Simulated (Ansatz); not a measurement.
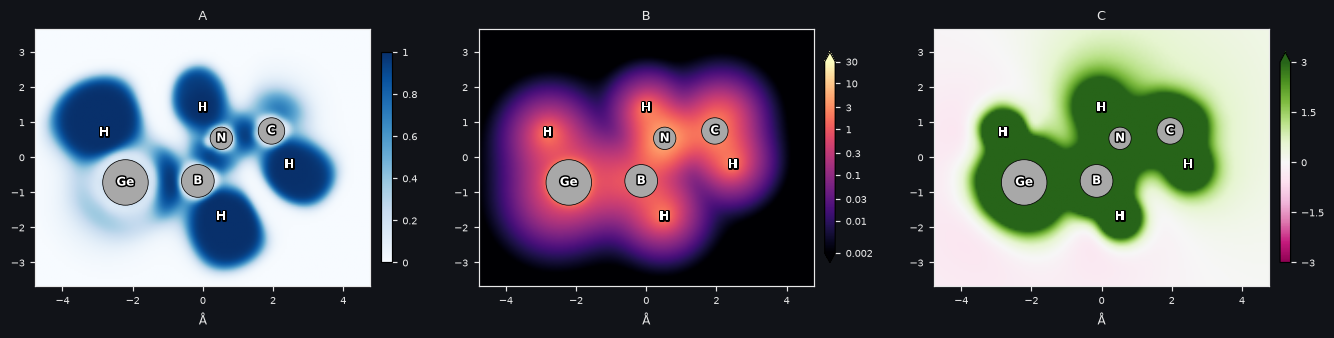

CH$_{8}$BGeN (SMILES CN[BH][GeH3]): 3 fields on the plane of atoms N2, C1 and H5, with unlabelled colour scales. Grey discs cover the atomic cores.

These are results of RKS PBE0-D4/def2-SVP (Ansatz 0.2.0), not measurements.

```yaml
atoms:
  - { symbol: C, position_ang: [-1.4016, 1.5552, -0.0047] }
  - { symbol: N, position_ang: [-0.0720, 1.3400, 0.5162] }
  - { symbol: B, position_ang: [0.8644, 0.4183, 0.0716] }
  - { symbol: Ge, position_ang: [2.7104, 0.2962, 0.9852] }
  - { symbol: H, position_ang: [-1.5830, 0.8629, -0.8372] }
  - { symbol: H, position_ang: [-2.1726, 1.3789, 0.7641] }
  - { symbol: H, position_ang: [-1.5297, 2.5848, -0.3787] }
  - { symbol: H, position_ang: [0.1634, 1.9504, 1.2929] }
  - { symbol: H, position_ang: [0.5636, -0.3009, -0.8566] }
  - { symbol: H, position_ang: [2.9714, -1.0972, 1.5987] }
  - { symbol: H, position_ang: [3.8723, 0.5636, 0.0033] }
  - { symbol: H, position_ang: [2.8546, 1.3238, 2.1366] }
```

### Which field does each panel show? The fields are: electron density, electron localisation function and electrostatic potential.

Panel A: electron localisation function. Panel B: electron density. Panel C: electrostatic potential (strongly positive close to the atoms and fading to about zero outside). From the grid: B–N (1.39 Å): ρ is about 2 e/Å³ halfway; the ELF peaks at about 0.95 between the atoms; a polar covalent bond. C–N (1.44 Å): the density is about 2 e/Å³ at the midpoint; the ELF peaks at about 0.95 between the atoms, as expected for a shared electron pair.
